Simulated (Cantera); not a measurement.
Charge: 1 mol Si2Cl6, 1.1 mol HCl, a varied amount of H2, at 1023.15 K and 1.33 mbar.

Method: chemical equilibrium by Gibbs-energy minimisation in Cantera with the NASA 1993 tables (ideal gas, pure condensed phases). Candidate condensed phases: Si; 19 gas species. The feed counts by its element totals alone. The tables' values for SiCl3 are old estimates; treat these amounts as uncertain. The numbers say what is thermodynamically allowed, not how fast it happens.

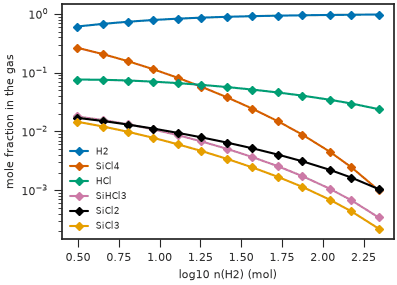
Fig. 1. Equilibrium gas composition (values under 1e-9 drawn at 1e-9)

From 3.1 mol H2 to 220 mol H2 the condensed part is Si(s). The main Si-bearing gas is SiCl4 at 3.1 mol H2 and SiCl2 at 220 mol H2. The share of Si in condensed phases is highest at 220 mol H2 (70.6 %) and lowest at 3.1 mol H2 (11.9 %).
